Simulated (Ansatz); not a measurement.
# BaLa2S4 (I-42d): the host for defect calculations, part 3 of 4

Before any defect goes in: BaLa2S4 (I-42d) at rest, and how it screens a charge.

Ansatz 0.2.0; plane-wave PAW DFT, PBEsol; relaxation of the host's cell and atoms (the session's first sound run).

So far. Step 3 (Dielectric tensors of the host): The principal values of the electronic dielectric tensor are 7.54, 7.76 and 7.76. The principal values of the static dielectric tensor are 18.13, 20.97 and 20.97.

**6. Defect free supercell relaxed from its symmetric sites**

This cell, the one that will hold the defects, is built from the relaxed host. Its coarser k-points can move the atoms a little, so it is relaxed from the symmetric sites, as the reference for the test of stability.

This step: plane-wave PAW DFT, PBEsol; relaxation of the defect-free supercell from its symmetric sites (Ansatz 0.2.0).

Input file pristine.symmetric/input.yaml:

```yaml
crystal:
  lattice:
    - [0.0, 8.8224161922, 8.7801377982]
    - [8.8224161922, 0.0, 8.7801377982]
    - [8.8224161922, 8.8224161922, 0.0]
  atoms:
    - { symbol: Ba, position: [0.125, 0.625, 0.375] }
    - { symbol: Ba, position: [0.375, 0.875, 0.625] }
    - { symbol: Ba, position: [0.625, 0.125, 0.875] }
    - { symbol: Ba, position: [0.875, 0.375, 0.125] }
    - { symbol: Ba, position: [0.0, 0.0, 0.5] }
    - { symbol: Ba, position: [0.25, 0.25, 0.75] }
    - { symbol: Ba, position: [0.5, 0.5, 0.0] }
    - { symbol: Ba, position: [0.75, 0.75, 0.25] }
    - { symbol: La, position: [0.1236813681, 1.0013186319, 0.1263186319] }
    - { symbol: La, position: [0.3736813681, 0.2513186319, 0.3763186319] }
    - { symbol: La, position: [0.6236813681, 0.5013186319, 0.6263186319] }
    - { symbol: La, position: [0.8736813681, 0.7513186319, 0.8763186319] }
    - { symbol: La, position: [-0.0013186319, 0.3763186319, 0.3736813681] }
    - { symbol: La, position: [0.2486813681, 0.6263186319, 0.6236813681] }
    - { symbol: La, position: [0.4986813681, 0.8763186319, 0.8736813681] }
    - { symbol: La, position: [0.7486813681, 0.1263186319, 0.1236813681] }
    - { symbol: La, position: [0.2513186319, 0.3736813681, -0.0013186319] }
    - { symbol: La, position: [0.5013186319, 0.6236813681, 0.2486813681] }
    - { symbol: La, position: [0.7513186319, 0.8736813681, 0.4986813681] }
    - { symbol: La, position: [1.0013186319, 0.1236813681, 0.7486813681] }
    - { symbol: La, position: [0.1263186319, 0.7486813681, 1.0013186319] }
    - { symbol: La, position: [0.3763186319, -0.0013186319, 0.2513186319] }
    - { symbol: La, position: [0.6263186319, 0.2486813681, 0.5013186319] }
    - { symbol: La, position: [0.8763186319, 0.4986813681, 0.7513186319] }
    - { symbol: S, position: [0.2361174839, 0.824150684, 0.3432155264] }
    - { symbol: S, position: [0.4861174839, 0.074150684, 0.5932155264] }
    - { symbol: S, position: [0.7361174839, 0.324150684, 0.8432155264] }
    - { symbol: S, position: [0.9861174839, 0.574150684, 0.0932155264] }
    - { symbol: S, position: [0.074150684, 0.4861174839, 0.8465163056] }
    - { symbol: S, position: [0.324150684, 0.7361174839, 0.0965163056] }
    - { symbol: S, position: [0.574150684, 0.9861174839, 0.3465163056] }
    - { symbol: S, position: [0.824150684, 0.2361174839, 0.5965163056] }
    - { symbol: S, position: [0.2182155264, 0.9715163056, 0.8611174839] }
    - { symbol: S, position: [0.4682155264, 0.2215163056, 0.1111174839] }
    - { symbol: S, position: [0.7182155264, 0.4715163056, 0.3611174839] }
    - { symbol: S, position: [0.9682155264, 0.7215163056, 0.6111174839] }
    - { symbol: S, position: [0.1111174839, 0.199150684, 0.2215163056] }
    - { symbol: S, position: [0.3611174839, 0.449150684, 0.4715163056] }
    - { symbol: S, position: [0.6111174839, 0.699150684, 0.7215163056] }
    - { symbol: S, position: [0.8611174839, 0.949150684, 0.9715163056] }
    - { symbol: S, position: [0.199150684, 0.1111174839, 0.4682155264] }
    - { symbol: S, position: [0.449150684, 0.3611174839, 0.7182155264] }
    - { symbol: S, position: [0.699150684, 0.6111174839, 0.9682155264] }
    - { symbol: S, position: [0.949150684, 0.8611174839, 0.2182155264] }
    - { symbol: S, position: [0.0932155264, 0.3465163056, 0.574150684] }
    - { symbol: S, position: [0.3432155264, 0.5965163056, 0.824150684] }
    - { symbol: S, position: [0.5932155264, 0.8465163056, 0.074150684] }
    - { symbol: S, position: [0.8432155264, 0.0965163056, 0.324150684] }
    - { symbol: S, position: [0.0965163056, 0.8432155264, 0.7361174839] }
    - { symbol: S, position: [0.3465163056, 0.0932155264, 0.9861174839] }
    - { symbol: S, position: [0.5965163056, 0.3432155264, 0.2361174839] }
    - { symbol: S, position: [0.8465163056, 0.5932155264, 0.4861174839] }
    - { symbol: S, position: [0.2215163056, 0.4682155264, 0.199150684] }
    - { symbol: S, position: [0.4715163056, 0.7182155264, 0.449150684] }
    - { symbol: S, position: [0.7215163056, 0.9682155264, 0.699150684] }
    - { symbol: S, position: [0.9715163056, 0.2182155264, 0.949150684] }
basis:
  ecutwfc: 420
  xc_grid: 2
hamiltonian:
  xc: pbesol
kpoints:
  mp_grid: { grid: [1, 1, 1], shift: [0.25, 0.25, 0.25] }
scf:
  occupations: { method: fermi_dirac, width: 0.01 }
  max_iter: 80
output:
  forces: true
relax:
  f_tol: 0.01
  max_steps: 60
  escape_saddle: false
checkpoint:
  write: "../pristine.symmetric.run"
  compress: false
  write_wavefunctions: false
  write_every: 100000
```

On the command line:

```
$ ansatz run input.yaml --threads 4 --pin off --max-ram 7536MiB --backend cpu --events-out ev --progress --plain --runs-dir out
```

Numbers of over 12 decimals in the logs are rounded to 6 here.

The log of the run:

```text
[...]
Crystal: 56 atoms, lattice volume = 1366.805 Å³
Basis set: ecut = 420 eV, 26637 PW (Γ), exchange–correlation on 180×180×180 points (8 copies of the dense FFT grid, shifted against one another)
Bands: 280, of which v1, the nominal top of the filled ones, is band 224 counted from 1 (223 counted from 0)
Symmetry: 8 space group operations
k-points: 1
[...]
SCF iter   1: F=—  HF=-173922.525423 eV  |F-HF|=—  |Δ(HF+E_count)|=         —  Δρ=5.31e-3  dr2=5.57e-1  ethr=1.77e-3  ⟨swp⟩=11.0  Hψ=1298  notcnv=0  defer=7
[...]
SCF iter   6: F=-173922.424530 eV  HF=-173922.424530 eV  |F-HF|=5.40e-8  |Δ(HF+E_count)|=   8.87e-6  Δρ=7.88e-6  dr2=1.54e-6  ethr=5.58e-10  ⟨swp⟩=4.0  Hψ=956  notcnv=0
SCF 1 converged in 6 iterations: F = -173922.424530 eV  dr2 = 1.54e-6
[...]
relax step   1: F+E_penalty+E_count = -173922.42453021 eV  Δ(F+E_penalty+E_count) = +0.000e0 eV  max|allowed force component| = 2.780e-2 eV/Å  Δτ_max = 0.0000 Å  (6 SCF iters, dr2 threshold 2.50e-6 eV, accepted)
[...]
relax step   2: F+E_penalty+E_count = -173922.42740901 eV  Δ(F+E_penalty+E_count) = -2.879e-3 eV  max|allowed force component| = 1.810e-2 eV/Å  Δτ_max = 0.0111 Å  (5 SCF iters, accepted)
relax step   3: F+E_penalty+E_count = -173922.42770550 eV  Δ(F+E_penalty+E_count) = -2.965e-4 eV  max|allowed force component| = 1.734e-2 eV/Å  Δτ_max = 0.0044 Å  (5 SCF iters, accepted)
relax step   4: F+E_penalty+E_count = -173922.42779128 eV  Δ(F+E_penalty+E_count) = -8.578e-5 eV  max|allowed force component| = 8.696e-3 eV/Å  Δτ_max = 0.0035 Å  (5 SCF iters, dr2 threshold 1.27e-7 eV, accepted)
[...]
SCF iter   2: F=-173922.427791 eV  HF=-173922.427791 eV  |F-HF|=9.90e-10  |Δ(HF+E_count)|=   1.73e-5  Δρ=4.68e-7  dr2=3.99e-9  ethr=2.93e-12  ⟨swp⟩=3.0  Hψ=604  notcnv=0
SCF 5 converged in 2 iterations: F = -173922.427791 eV  dr2 = 3.99e-9
relax step   5: F+E_penalty+E_count = -173922.42779128 eV  Δ(F+E_penalty+E_count) = -3.260e-9 eV  max|allowed force component| = 8.690e-3 eV/Å  Δτ_max = 0.0000 Å  (2 SCF iters, accepted)
SCF converged after 2 iterations
Free energy (F): -173922.427791 eV
[...]
Internal energy: -173922.427791 eV  (E = F + TS)
E sigma→0 (E₀):  -173922.427791 eV
Fermi energy:    9.964244 eV
[...]
--- Forces (eV/Å), atoms counted from 1 ---
  atom   1  Ba    -0.00868893     0.00760602     0.00094988
  atom   2  Ba    -0.00868893     0.00760602     0.00094988
  atom   3  Ba    -0.00868893     0.00760602     0.00094988
  atom   4  Ba    -0.00868893     0.00760602     0.00094988
  atom   5  Ba     0.00760602    -0.00868893     0.00094988
  atom   6  Ba     0.00760602    -0.00868893     0.00094988
  atom   7  Ba     0.00760602    -0.00868893     0.00094988
  atom   8  Ba     0.00760602    -0.00868893     0.00094988
  atom   9  La    -0.00383061    -0.00205053     0.00156075
  atom  10  La    -0.00383061    -0.00205053     0.00156075
  atom  11  La    -0.00383061    -0.00205053     0.00156075
  atom  12  La    -0.00383061    -0.00205053     0.00156075
  atom  13  La    -0.00422018     0.00211249     0.00216086
  atom  14  La    -0.00422018     0.00211249     0.00216086
  atom  15  La    -0.00422018     0.00211249     0.00216086
  atom  16  La    -0.00422018     0.00211249     0.00216086
  atom  17  La     0.00211249    -0.00422018     0.00216086
  atom  18  La     0.00211249    -0.00422018     0.00216086
  atom  19  La     0.00211249    -0.00422018     0.00216086
  atom  20  La     0.00211249    -0.00422018     0.00216086
  atom  21  La    -0.00205053    -0.00383061     0.00156075
  atom  22  La    -0.00205053    -0.00383061     0.00156075
  atom  23  La    -0.00205053    -0.00383061     0.00156075
  atom  24  La    -0.00205053    -0.00383061     0.00156075
  atom  25  S     -0.00573561     0.00761140    -0.00695562
  atom  26  S     -0.00573561     0.00761140    -0.00695562
  atom  27  S     -0.00573561     0.00761140    -0.00695562
  atom  28  S     -0.00573561     0.00761140    -0.00695562
  atom  29  S     -0.00607170     0.00665741     0.00207016
  atom  30  S     -0.00607170     0.00665741     0.00207016
  atom  31  S     -0.00607170     0.00665741     0.00207016
  atom  32  S     -0.00607170     0.00665741     0.00207016
  atom  33  S     -0.00114071     0.00390217     0.00335241
  atom  34  S     -0.00114071     0.00390217     0.00335241
  atom  35  S     -0.00114071     0.00390217     0.00335241
  atom  36  S     -0.00114071     0.00390217     0.00335241
  atom  37  S      0.00665741    -0.00607170     0.00207016
  atom  38  S      0.00665741    -0.00607170     0.00207016
  atom  39  S      0.00665741    -0.00607170     0.00207016
  atom  40  S      0.00665741    -0.00607170     0.00207016
[...]
atom  45  S      0.00113284     0.00272426    -0.00313998
  atom  46  S      0.00113284     0.00272426    -0.00313998
  atom  47  S      0.00113284     0.00272426    -0.00313998
  atom  48  S      0.00113284     0.00272426    -0.00313998
  atom  49  S      0.00390217    -0.00114071     0.00335241
  atom  50  S      0.00390217    -0.00114071     0.00335241
  atom  51  S      0.00390217    -0.00114071     0.00335241
  atom  52  S      0.00390217    -0.00114071     0.00335241
  atom  53  S      0.00272426     0.00113284    -0.00313998
  atom  54  S      0.00272426     0.00113284    -0.00313998
  atom  55  S      0.00272426     0.00113284    -0.00313998
  atom  56  S      0.00272426     0.00113284    -0.00313998
  max |Σ_I F_I| component: 3.32e-5 eV/Å
--- Relaxed structure (5 steps of the walk, 5 accepted, 0 SCFs on fresh bases) ---
  F+E_penalty+E_count = -173922.42779128 eV   max|allowed force component| = 8.690e-3 eV/Å
  atoms:
    - { symbol: Ba, position: [0.124995, 0.625109, 0.374952] }
    - { symbol: Ba, position: [0.374995, 0.875109, 0.624952] }
    - { symbol: Ba, position: [0.624995, 0.125109, 0.874952] }
    - { symbol: Ba, position: [0.874995, 0.375109, 0.124952] }
    - { symbol: Ba, position: [0.000109, -5.173807408090425e-6, 0.499952] }
    - { symbol: Ba, position: [0.250109, 0.249995, 0.749952] }
    - { symbol: Ba, position: [0.500109, 0.499995, -4.792065591752159e-5] }
    - { symbol: Ba, position: [0.750109, 0.749995, 0.249952] }
    - { symbol: La, position: [0.123792, 1.001419, 0.126479] }
    - { symbol: La, position: [0.373792, 0.251419, 0.376479] }
    - { symbol: La, position: [0.623792, 0.501419, 0.626479] }
    - { symbol: La, position: [0.873792, 0.751419, 0.876479] }
    - { symbol: La, position: [-0.001303, 0.376152, 0.373917] }
    - { symbol: La, position: [0.248697, 0.626152, 0.623917] }
    - { symbol: La, position: [0.498697, 0.876152, 0.873917] }
    - { symbol: La, position: [0.748697, 0.126152, 0.123917] }
    - { symbol: La, position: [0.251152, 0.373697, -0.001083] }
    - { symbol: La, position: [0.501152, 0.623697, 0.248917] }
    - { symbol: La, position: [0.751152, 0.873697, 0.498917] }
    - { symbol: La, position: [1.001152, 0.123697, 0.748917] }
    - { symbol: La, position: [0.126419, 0.748792, 1.001479] }
    - { symbol: La, position: [0.376419, -0.001208, 0.251479] }
    - { symbol: La, position: [0.626419, 0.248792, 0.501479] }
    - { symbol: La, position: [0.876419, 0.498792, 0.751479] }
    - { symbol: S, position: [0.236646, 0.823711, 0.343064] }
    - { symbol: S, position: [0.486646, 0.073711, 0.593064] }
    - { symbol: S, position: [0.736646, 0.323711, 0.843064] }
    - { symbol: S, position: [0.986646, 0.573711, 0.093064] }
    - { symbol: S, position: [0.073181, 0.486283, 0.846863] }
    - { symbol: S, position: [0.323181, 0.736283, 0.096863] }
    - { symbol: S, position: [0.573181, 0.986283, 0.346863] }
    - { symbol: S, position: [0.823181, 0.236283, 0.596863] }
    - { symbol: S, position: [0.218259, 0.971707, 0.861242] }
    - { symbol: S, position: [0.468259, 0.221707, 0.111242] }
    - { symbol: S, position: [0.718259, 0.471707, 0.361242] }
    - { symbol: S, position: [0.968259, 0.721707, 0.611242] }
    - { symbol: S, position: [0.111283, 0.198181, 0.221863] }
    - { symbol: S, position: [0.361283, 0.448181, 0.471863] }
    - { symbol: S, position: [0.611283, 0.698181, 0.721863] }
    - { symbol: S, position: [0.861283, 0.948181, 0.971863] }
    - { symbol: S, position: [0.198711, 0.111646, 0.468064] }
    - { symbol: S, position: [0.448711, 0.361646, 0.718064] }
    - { symbol: S, position: [0.698711, 0.611646, 0.968064] }
    - { symbol: S, position: [0.948711, 0.861646, 0.218064] }
    - { symbol: S, position: [0.093637, 0.346414, 0.573484] }
    - { symbol: S, position: [0.343637, 0.596414, 0.823484] }
    - { symbol: S, position: [0.593637, 0.846414, 0.073484] }
    - { symbol: S, position: [0.843637, 0.096414, 0.323484] }
    - { symbol: S, position: [0.096707, 0.843259, 0.736242] }
    - { symbol: S, position: [0.346707, 0.093259, 0.986242] }
    - { symbol: S, position: [0.596707, 0.343259, 0.236242] }
    - { symbol: S, position: [0.846707, 0.593259, 0.486242] }
    - { symbol: S, position: [0.221414, 0.468637, 0.198484] }
    - { symbol: S, position: [0.471414, 0.718637, 0.448484] }
    - { symbol: S, position: [0.721414, 0.968637, 0.698484] }
    - { symbol: S, position: [0.971414, 0.218637, 0.948484] }
```

It took 64 s on 4 threads of Intel Xeon Platinum 8175M at 2.50GHz (Skylake/Cascade Lake), shared host; peak memory 2.6 GiB.

Relaxation path:

```
step  energy less that of the first step (eV)  largest force component (eV/Å)
   1                                   0.0000                          0.0278
   2                                  -0.0029                          0.0181
   3                                  -0.0032                          0.0173
   4                                  -0.0033                          0.0087
   5                                  -0.0033                          0.0087
```

Forces are held to the 8 operations that the run works with; a distortion that breaks them can't arise in this run.

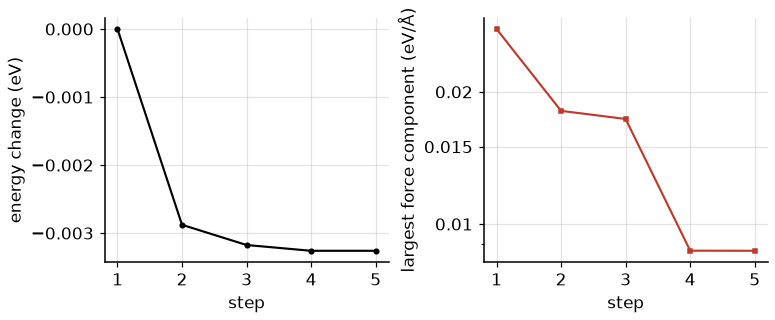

Energy and largest force along the relaxation.

The atoms that moved most (Å):

```
atom      dx      dy      dz  length
 S29   0.005  -0.005  -0.007   0.010
 S39  -0.005   0.005  -0.007   0.010
 S30   0.005  -0.005  -0.007   0.010
 S32   0.005  -0.005  -0.007   0.010
 S37  -0.005   0.005  -0.007   0.010
 S31   0.005  -0.005  -0.007   0.010
 S38  -0.005   0.005  -0.007   0.010
 S40  -0.005   0.005  -0.007   0.010
```

(Part 3 of 4 ends here.)

[Logs are printed without paths, hosts, clocks, repeated set-up lines and the standing remarks that a program may print on its own settings, such as how far it seeks lower states.]

[Hosts, paths, dates, database ids (printed as entryN), source tags and the programs' standing remarks are cut or masked in the printed files.]

[Runs of the host that timed out are not shown.]

[For some hosts the program warned that the k-mesh of the response run may be too coarse for force constants and the static dielectric constant; such warnings are not always shown.]
